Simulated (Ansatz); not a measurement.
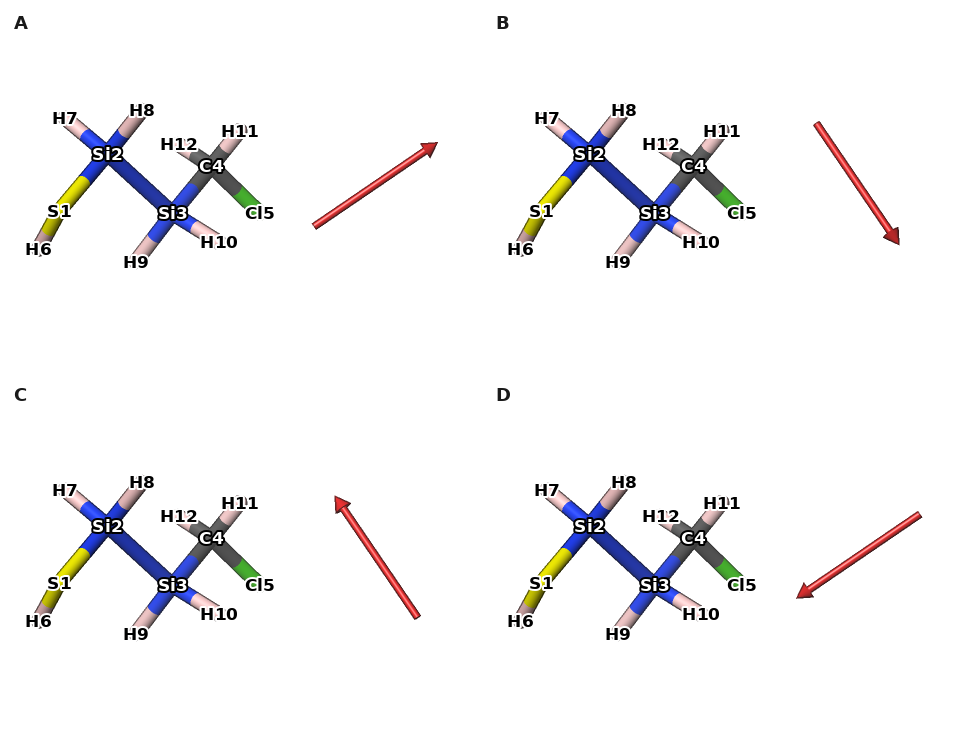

The same molecule four times, each with an arrow. The geometry was computed by an optimisation with PBE0-D4/def2-TZVP. No frequency run is at hand to confirm it as a minimum. Level of theory: RKS B3LYP-D4/def2-TZVPP (Ansatz 0.2.0).

Which arrow points along the dipole moment, from the negative to the positive end?

C. The dipole moment is 1.26 D; it points from the side of H10 to the side of H7 (the outermost atoms at the two ends).
